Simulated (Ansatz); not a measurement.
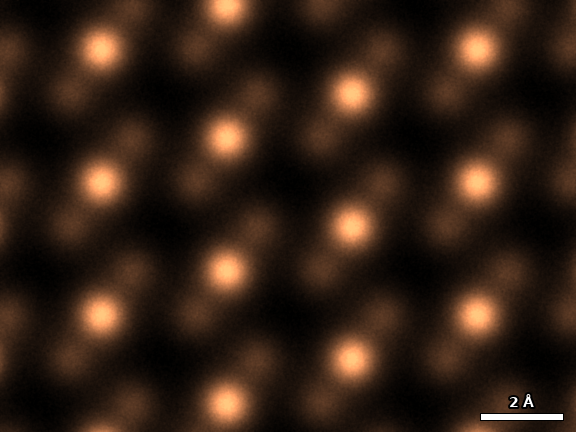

iDPC-like image of a crystal. Simulated as the projected potential of neutral atoms (B = 0.8 Å²) blurred by a 0.60 Å probe, the thin-sample limit of integrated differential phase contrast. Shot noise was added.

Question: Measure the repeat of the pattern.

Answer: The pattern repeats on a centred rectangular net of 3.8 × 5.4 Å.

Question: Which plane group does this projection have?

Answer: c2mm: perpendicular mirror lines on a centred net, with further twofold points between them.

Question: How many columns does the smallest repeating cell hold, and how many levels of brightness?

Answer: 3 columns in the primitive cell of 10.2 Å², with 2 levels of brightness (about 100, 25 % of the brightest, counted from the darkest point).

The crystal is Be2Ge (Fm-3m, No. 225) seen along [110]. Structure: the end point of a relaxation with Ansatz 0.2.0, DFT PBE, scalar-relativistic, plane waves, PAW; the starting structure was generated, so it need not be a known form of this composition.
